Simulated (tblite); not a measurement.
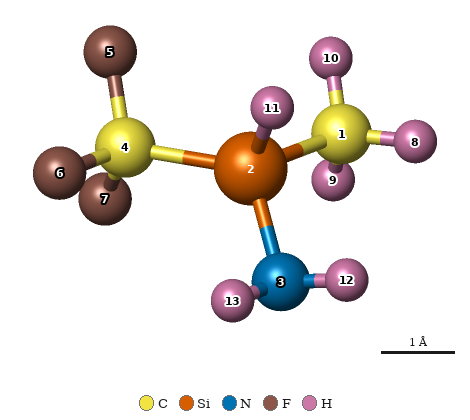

**Figure 1.** The structure as given in the input (ball-and-stick view, seen at a tilt; atoms are numbered from 1 in the order of the input). Bond lengths as drawn: C–F 1.35 to 1.36 Å, C–H 1.09 Å, C–Si 1.85 to 1.87 Å, H–N 1.01 to 1.03 Å, H–Si 1.50 Å and N–Si 1.72 Å.

C2H6F3NSi (charge +1): geometry relaxation (part 1 of 2)

C2H6F3NSi, charge +1, multiplicity 2, computed with GFN2-xTB geometry optimisation, gas phase (tblite 0.8.0).

It belongs to a series of runs on one base structure; here: electron removed.

**What the program printed**
```
step      E/eV     max force
  0    -698.16401    3.579
  1    -698.45221    1.506
  2    -698.56755    0.872
  3    -698.69988    0.946
  4    -698.82006    0.898
  5    -698.90198    0.829
  6    -698.96136    0.735
  7    -699.03074    0.436
  8    -699.06916    0.462
  9    -699.09364    0.396
 10    -699.11182    0.370
 11    -699.12955    0.396
 12    -699.14785    0.442
 13    -699.17349    0.538
 14    -699.19386    0.491
 15    -699.20570    0.263
 16    -699.21278    0.187
 17    -699.21826    0.252
 18    -699.22429    0.216
 19    -699.23064    0.277
 20    -699.23666    0.270
 21    -699.24374    0.278
 22    -699.25394    0.271
 23    -699.26464    0.304
 24    -699.27267    0.300
 25    -699.27891    0.236
 26    -699.28597    0.239
 27    -699.29557    0.248
 28    -699.30684    0.305
 29    -699.31609    0.381
 30    -699.32320    0.325
 31    -699.32830    0.253
 32    -699.33031    0.286
 33    -699.33159    0.511
 34    -699.33508    0.142
 35    -699.33674    0.089
 36    -699.34125    0.111
 37    -699.34319    0.132
 38    -699.34519    0.190
 39    -699.34716    0.179
 40    -699.34947    0.236
 41    -699.35095    0.132
 42    -699.35237    0.077
 43    -699.35301    0.072
 44    -699.35341    0.070
 45    -699.35468    0.110
 46    -699.35580    0.084
 47    -699.35671    0.177
 48    -699.35747    0.077
 49    -699.35838    0.066
 50    -699.35904    0.104
 51    -699.35973    0.112
 52    -699.36056    0.112
 53    -699.36148    0.073
 54    -699.36251    0.085
 55    -699.36342    0.070
 56    -699.36395    0.062
 57    -699.36422    0.087
 58    -699.36449    0.041
 59    -699.36480    0.035
 60    -699.36514    0.055
 61    -699.36544    0.051
 62    -699.36573    0.058
 63    -699.36602    0.047
 64    -699.36640    0.049
 65    -699.36679    0.053
 66    -699.36703    0.040
 67    -699.36717    0.037
 68    -699.36727    0.032
 69    -699.36739    0.032
 70    -699.36755    0.036
 71    -699.36776    0.043
 72    -699.36800    0.055
 73    -699.36832    0.056
 74    -699.36870    0.054
 75    -699.36905    0.050
 76    -699.36926    0.037
 77    -699.36935    0.022
 78    -699.36939    0.017
 79    -699.36944    0.015
 80    -699.36951    0.029
 81    -699.36961    0.041
 82    -699.36974    0.042
 83    -699.36986    0.038
 84    -699.36994    0.021
 85    -699.36998    0.016
 86    -699.37001    0.014
 87    -699.37003    0.010
 88    -699.37005    0.012
 89    -699.37009    0.023
 90    -699.37015    0.033
 91    -699.37023    0.036
 92    -699.37033    0.029
 93    -699.37044    0.029
 94    -699.37056    0.025
 95    -699.37065    0.020
 96    -699.37071    0.023
 97    -699.37076    0.023
 98    -699.37082    0.023
 99    -699.37090    0.026
100    -699.37099    0.030
101    -699.37107    0.026
102    -699.37112    0.013
103    -699.37115    0.012
104    -699.37117    0.014
105    -699.37118    0.011
106    -699.37119    0.010
```

**Trajectory as extended XYZ (Å, eV, eV/Å), 17 of the 107 frames kept, from step=0 to step=106**
```
13
Properties=species:S:1:pos:R:3:forces:R:3 step=0 energy=-698.16401
C     1.6775   -0.0523   -0.1637    0.6510   0.5030  -0.0720
Si   -0.1168   -0.2300    0.3451    1.6470  -2.4350   0.5090
N    -0.7633   -1.6069   -0.4632   -1.1830   0.2660   1.4260
C    -1.0147    1.3814    0.2075   -1.9170   3.0180  -0.1590
F    -0.4683    2.3190    1.0265   -0.4020  -0.8150  -0.7250
F    -2.3209    1.2441    0.5748    1.0460   0.0640  -0.3200
F    -0.9930    1.8641   -1.0530    0.0000  -0.3160   0.8930
H     2.2251   -0.9804   -0.0187   -0.0750  -0.0200  -0.0050
H     1.7480    0.2301   -1.2162    0.0080   0.0170  -0.0540
H     2.1618    0.7234    0.4341    0.0870  -0.0020  -0.0880
H    -0.1121   -0.7152    1.7594   -0.1210   0.3860   0.1290
H    -0.2826   -2.4449   -0.1651    0.1060  -0.4120  -0.6010
H    -1.7452   -1.7319   -0.1635    0.1540  -0.2530  -0.9320
13
Properties=species:S:1:pos:R:3:forces:R:3 step=7 energy=-699.03074
C     1.7527   -0.0073   -0.1911   -0.2130  -0.2010   0.1450
Si    0.0616   -0.4643    0.5179   -0.2270   0.3100   0.0620
N    -0.8650   -1.6885   -0.2233    0.1900   0.0920   0.0790
C    -1.0830    1.4907    0.2039   -0.0280   0.0370   0.0480
F    -0.4903    2.3479    1.0080   -0.1740  -0.2410  -0.1810
F    -2.3257    1.2490    0.5606    0.3320   0.0080  -0.0570
F    -1.0060    1.8761   -1.0486    0.0550  -0.2290   0.2680
H     2.3051   -0.9408   -0.0609    0.3800   0.1630  -0.1380
H     1.8116    0.2607   -1.2580   -0.1800  -0.0500   0.3870
H     2.2594    0.7700    0.3984   -0.1240  -0.1900  -0.2120
H    -0.1964   -0.5284    1.9683   -0.0280   0.2880  -0.1740
H    -0.3662   -2.5405   -0.4272   -0.0700  -0.1780  -0.3520
H    -1.8621   -1.8239   -0.3444    0.0870   0.1910   0.1240
13
Properties=species:S:1:pos:R:3:forces:R:3 step=13 energy=-699.17349
C     1.7425   -0.0558   -0.1570    0.1510   0.1460  -0.1070
Si    0.0525   -0.4247    0.5237   -0.2180  -0.3760   0.1450
N    -0.8332   -1.6914   -0.1999   -0.0790  -0.2010  -0.1960
C    -1.0659    1.4447    0.2190    0.0590  -0.1050   0.0150
F    -0.4934    2.3251    1.0071   -0.0710  -0.0750  -0.0860
F    -2.3104    1.2164    0.5661    0.0930   0.0110  -0.0670
F    -0.9691    1.7999   -1.0397   -0.0080  -0.1060   0.1020
H     2.4039   -0.9134   -0.0923    0.0520  -0.1400   0.0220
H     1.7220    0.2477   -1.2006   -0.0390   0.0050  -0.2370
H     2.2289    0.7508    0.3825    0.1130   0.1610   0.1600
H    -0.2423   -0.3985    1.9578   -0.1140   0.1200   0.0530
H    -0.3948   -2.5434   -0.5618   -0.1660   0.5100   0.0480
H    -1.8451   -1.7568   -0.3012    0.2250   0.0510   0.1460
13
Properties=species:S:1:pos:R:3:forces:R:3 step=20 energy=-699.23666
C     1.7496   -0.0583   -0.1446    0.1290   0.0170  -0.0290
Si    0.0916   -0.4949    0.5999   -0.0880   0.1690  -0.0850
N    -0.8356   -1.6584   -0.2123   -0.0330   0.0360  -0.0130
C    -1.0474    1.3899    0.2215   -0.0300   0.0200  -0.0440
F    -0.4976    2.2913    0.9943    0.0580   0.0280  -0.0230
F    -2.2940    1.1702    0.5519   -0.0560  -0.0930  -0.0060
F    -0.9319    1.6963   -1.0430    0.0560  -0.0240  -0.0820
H     2.4525   -0.8855   -0.1169    0.0410  -0.1810   0.0620
H     1.6705    0.2319   -1.1931   -0.0740   0.0520  -0.0640
H     2.2348    0.7600    0.3846    0.0110   0.1190   0.0540
H    -0.3182   -0.2830    1.9810    0.0250  -0.1620   0.2150
H    -0.4320   -2.4444   -0.7062   -0.0190   0.0700  -0.0800
H    -1.8466   -1.7147   -0.2134   -0.0200  -0.0500   0.0970
13
Properties=species:S:1:pos:R:3:forces:R:3 step=26 energy=-699.28597
C     1.7568   -0.0480   -0.1356   -0.1160   0.0050   0.0580
Si    0.0782   -0.4482    0.6396    0.2000  -0.0480  -0.0490
N    -0.8581   -1.5629   -0.2485    0.1380  -0.0240   0.1860
C    -1.0281    1.3403    0.1967    0.0370  -0.0210  -0.0130
F    -0.4988    2.2691    0.9488    0.0220   0.1420   0.0480
F    -2.2754    1.1130    0.5157   -0.0960  -0.0320   0.0120
F    -0.8999    1.6199   -1.0711    0.0230   0.0080  -0.1380
H     2.4393   -0.9016   -0.0976   -0.1160   0.0950   0.0560
H     1.6606    0.2360   -1.1909   -0.0350  -0.0470   0.1160
H     2.2515    0.7835    0.3753   -0.0220  -0.0880  -0.0200
H    -0.3281   -0.3621    2.0559    0.1140  -0.0890  -0.1900
H    -0.4617   -2.3085   -0.8102   -0.0620   0.1580  -0.0650
H    -1.8406   -1.7302   -0.0744   -0.0870  -0.0590   0.0000
13
Properties=species:S:1:pos:R:3:forces:R:3 step=33 energy=-699.33159
C     1.7519   -0.0305   -0.1046    0.0300  -0.0390  -0.0210
Si    0.1037   -0.4513    0.6996    0.0980   0.0020  -0.0160
N    -0.8755   -1.5303   -0.1772    0.2100  -0.1960  -0.4230
C    -1.0088    1.3153    0.1556    0.0780  -0.1230   0.0530
F    -0.5252    2.2943    0.8766   -0.0840   0.0450  -0.1010
F    -2.2527    1.0432    0.4630   -0.0180   0.1520  -0.0480
F    -0.8519    1.5184   -1.1281   -0.0580   0.0800   0.0900
H     2.4146   -0.8938   -0.0526    0.0410  -0.0120  -0.0100
H     1.6288    0.2272   -1.1609   -0.0010  -0.0210   0.0190
H     2.2818    0.7988    0.3688   -0.1030  -0.0160   0.0550
H    -0.2827   -0.4718    2.1017    0.0380   0.0310   0.0560
H    -0.5666   -2.0361   -1.0104   -0.1660   0.1990   0.3010
H    -1.8219   -1.7830    0.0723   -0.0660  -0.1010   0.0450
13
Properties=species:S:1:pos:R:3:forces:R:3 step=40 energy=-699.34947
C     1.7562   -0.0475   -0.0929    0.0070   0.0080  -0.0110
Si    0.1167   -0.4848    0.7137   -0.0300   0.0160   0.0000
N    -0.8736   -1.5462   -0.1730   -0.1090   0.1400   0.1550
C    -1.0153    1.3303    0.1437   -0.0110   0.0130   0.0090
F    -0.5521    2.3420    0.8323    0.0180  -0.0790  -0.0030
F    -2.2673    1.0767    0.4370    0.0400   0.0360  -0.0160
F    -0.8443    1.5068   -1.1434   -0.0220  -0.0150   0.0300
H     2.4404   -0.8944   -0.0427    0.0190   0.0110   0.0340
H     1.6371    0.2106   -1.1475   -0.0020   0.0160  -0.0200
H     2.2435    0.7958    0.3995    0.0120  -0.0150  -0.0010
H    -0.2145   -0.5100    2.1297   -0.0190   0.0240  -0.0190
H    -0.6443   -1.9124   -1.0836    0.0290  -0.0900  -0.1670
H    -1.7869   -1.8665    0.1308    0.0670  -0.0640   0.0080
13
Properties=species:S:1:pos:R:3:forces:R:3 step=46 energy=-699.35580
C     1.7561   -0.0471   -0.0916   -0.0070   0.0130   0.0220
Si    0.1086   -0.4782    0.7084    0.0050   0.0330   0.0270
N    -0.8981   -1.5136   -0.1892    0.0560  -0.0620   0.0070
C    -1.0141    1.3217    0.1405   -0.0290   0.0150  -0.0050
F    -0.5367    2.3246    0.8313    0.0590  -0.0030  -0.0140
F    -2.2704    1.0973    0.4317   -0.0060  -0.0190   0.0200
F    -0.8453    1.4939   -1.1474    0.0200   0.0220   0.0180
H     2.4462   -0.8880   -0.0275   -0.0210  -0.0290   0.0030
H     1.6428    0.2083   -1.1478    0.0160   0.0090   0.0010
H     2.2403    0.7942    0.4062   -0.0090   0.0380  -0.0140
H    -0.2128   -0.5073    2.1281   -0.0170   0.0180  -0.0470
H    -0.6668   -1.8829   -1.1038   -0.0460   0.0100  -0.0010
H    -1.7543   -1.9225    0.1646   -0.0220  -0.0440  -0.0150
13
Properties=species:S:1:pos:R:3:forces:R:3 step=53 energy=-699.36148
C     1.7546   -0.0387   -0.0847   -0.0290   0.0070  -0.0140
Si    0.0952   -0.4734    0.6932    0.0030  -0.0160   0.0110
N    -0.8975   -1.5405   -0.1860   -0.0190  -0.0480  -0.0280
C    -1.0112    1.3219    0.1406    0.0300   0.0160  -0.0270
F    -0.4971    2.3092    0.8289   -0.0200   0.0030   0.0170
F    -2.2693    1.1208    0.4411    0.0540   0.0210   0.0140
F    -0.8462    1.5020   -1.1466   -0.0230   0.0030  -0.0250
H     2.4369   -0.8855   -0.0065   -0.0050   0.0080   0.0090
H     1.6562    0.2096   -1.1433    0.0060  -0.0070  -0.0380
H     2.2352    0.8108    0.4042   -0.0370  -0.0140   0.0270
H    -0.2268   -0.4810    2.1107   -0.0220  -0.0260  -0.0020
H    -0.7101   -1.8560   -1.1322   -0.0050   0.0300   0.0620
H    -1.7242   -1.9988    0.1844    0.0690   0.0240  -0.0060
13
Properties=species:S:1:pos:R:3:forces:R:3 step=60 energy=-699.36514
C     1.7447   -0.0335   -0.0852   -0.0220   0.0060   0.0160
Si    0.0805   -0.4705    0.6867    0.0160  -0.0360  -0.0260
N    -0.8969   -1.5564   -0.1848   -0.0420  -0.0130  -0.0070
C    -0.9977    1.3296    0.1300    0.0060   0.0100   0.0010
F    -0.4680    2.3095    0.8182    0.0170   0.0200  -0.0190
F    -2.2541    1.1467    0.4486    0.0140  -0.0100   0.0030
F    -0.8522    1.5127   -1.1594    0.0030   0.0030   0.0050
H     2.4238   -0.8802    0.0190    0.0030   0.0130  -0.0080
H     1.6718    0.2060   -1.1486   -0.0200  -0.0090   0.0160
H     2.2066    0.8187    0.4162   -0.0010   0.0090  -0.0100
H    -0.2334   -0.4961    2.1042   -0.0220  -0.0130   0.0140
H    -0.7594   -1.8090   -1.1573    0.0030   0.0070   0.0410
H    -1.6700   -2.0769    0.2162    0.0460   0.0150  -0.0270
```
